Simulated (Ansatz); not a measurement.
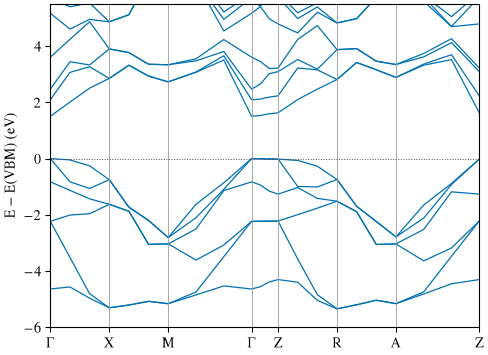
Figure: Band structure from plane-wave PAW HSE06 (Ansatz code)

**Question.** Read off the gap and where the band edges lie.

**Answer.** About 1.5 eV (1.51 eV among the points solved); maximum at Γ, minimum at Γ.

The material is SrZnAsF in space group P4/nmm (No. 129; Sr on 2c, Zn on 2b, As on 2c, F on 2a).

The first step of the workflow began from a Materials Project structure, measured or hypothetical; the Crystallography Open Database copy checked does not list it. Whether it is the stable phase at ambient conditions was not checked. The HSE06 relaxation kept the symmetry of its start; its stability against distortions is not shown here. The hybrid was solved on a coarse mesh, the path and, where they were found, the r²SCAN edge points; its band edges are the extreme levels among these. Spin–orbit coupling is left out wherever it is not named.

Potentials: the later of the program's two PAW sets.
